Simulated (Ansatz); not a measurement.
bcc Cs was calculated with LDA (plane waves, PAW; Ansatz, a program for electronic structure).

Run with plane-wave cutoff 520 eV, 14×14×14 k mesh, Fermi–Dirac smearing 0.05 eV, scalar-relativistic PAW data made under PBE.

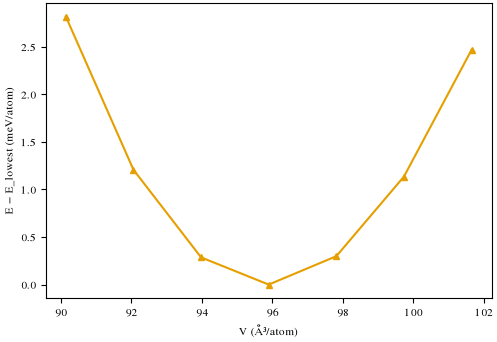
Fig. 1. Total energy against volume

Question: From the curve, estimate the equilibrium volume and the bulk modulus.

Answer: V0 ≈ 95.9 Å³/atom and B0 ≈ 2.4 GPa; the fit gives V0 = 95.851 Å³/atom, B0 = 2.44 GPa, B′ = 3.1.

Measured, for comparison: bulk modulus 2.11 GPa (corrected for temperature and zero-point phonon effects, our sources range from 2.11 to 2.35; as tabulated in Levämäki et al. (2014), arXiv:1402.3671); equilibrium volume per atom 110.12 Å³/atom (low-temperature or extrapolated to 0 K; zero-point anharmonic expansion removed; as tabulated in Csonka et al. (2009), arXiv:0903.4037). Computed (rounded) less measured: bulk modulus +16 % (+4 % to +16 % over the range), equilibrium volume per atom -13.0 %.

Spin–orbit coupling is not included.

Static lattice: no zero-point or thermal effects.

The result took around 60 core-seconds (rough).
